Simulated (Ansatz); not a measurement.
```yaml
crystal:
  lattice:
    - [7.01924, 0.00000, 0.00000]
    - [-3.50962, 6.07884, 0.00000]
    - [0.00000, 0.00000, 8.44478]
  atoms:
    - { symbol: Ca, position: [0.66667, 0.33333, 0.15318] }
    - { symbol: Ca, position: [0.33333, 0.66667, 0.48652] }
    - { symbol: Ca, position: [0.00000, 0.00000, 0.81985] }
    - { symbol: Ca, position: [0.00000, 0.00000, 0.18015] }
    - { symbol: Ca, position: [0.66667, 0.33333, 0.51348] }
    - { symbol: Ca, position: [0.33333, 0.66667, 0.84682] }
    - { symbol: Si, position: [0.14007, 0.47341, 0.16667] }
    - { symbol: Si, position: [0.80674, 0.80674, 0.50000] }
    - { symbol: Si, position: [0.47341, 0.14007, 0.83333] }
    - { symbol: Si, position: [0.52659, 0.66667, 0.16667] }
    - { symbol: Si, position: [0.19326, 0.00000, 0.50000] }
    - { symbol: Si, position: [0.85993, 0.33333, 0.83333] }
    - { symbol: Si, position: [0.33333, 0.85993, 0.16667] }
    - { symbol: Si, position: [0.00000, 0.19326, 0.50000] }
    - { symbol: Si, position: [0.66667, 0.52659, 0.83333] }
    - { symbol: N, position: [0.69260, 0.69260, 0.00000] }
    - { symbol: N, position: [0.35927, 0.02593, 0.33333] }
    - { symbol: N, position: [0.02593, 0.35927, 0.66667] }
    - { symbol: N, position: [0.30740, 0.00000, 0.00000] }
    - { symbol: N, position: [0.97407, 0.33333, 0.33333] }
    - { symbol: N, position: [0.64073, 0.66667, 0.66667] }
    - { symbol: N, position: [0.00000, 0.30740, 0.00000] }
    - { symbol: N, position: [0.66667, 0.64073, 0.33333] }
    - { symbol: N, position: [0.33333, 0.97407, 0.66667] }
```

Space group R32; a generated structure, not necessarily the stable one; computed pressure about −3 GPa in this cell; computed without spin polarisation.

Level of theory: Ansatz, DFT r2SCAN, scalar-relativistic, plane waves, PAW.

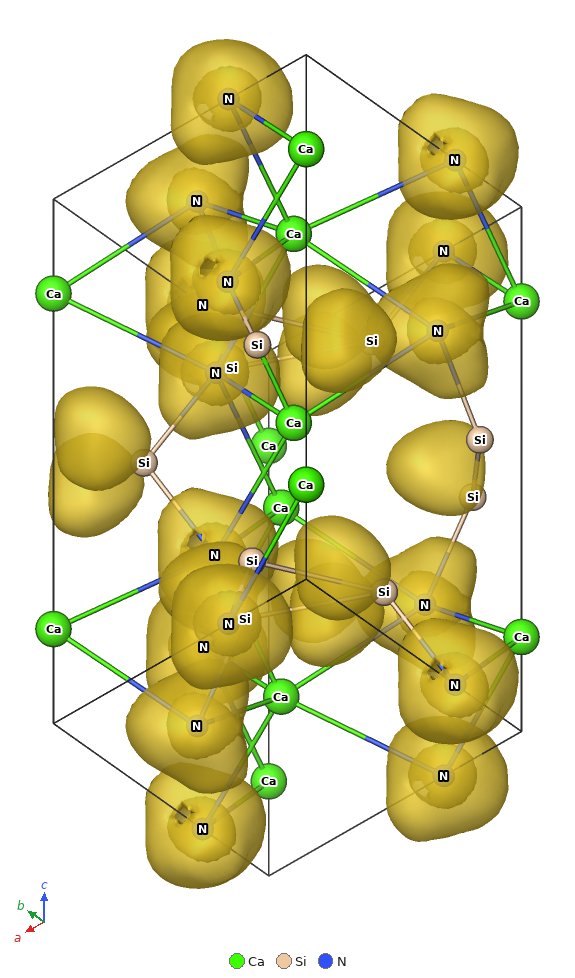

Ca2Si3N3. Isosurface of the ELF at 0.75 (yellow), seen at an oblique angle. Core shells and regions of very low density are left out. Sticks mark near contacts.

Core electrons are frozen (PAW), and the valence fields are smoothed inside the atomic spheres.

**What do the ELF domains correspond to?**

The surface consists of nine regions between bonded Si–Si atoms and nine regions on N in which the atom's valence shell and bonds are merged, counted in one cell of 24 atoms. Any copies at cell faces, edges or corners count once.

Values along the shortest contacts:
Si–N (1.78 Å): the ELF peaks at about 0.85 between the atoms. Si–Si (2.35 Å): the ELF peaks at about 0.85 between the atoms.
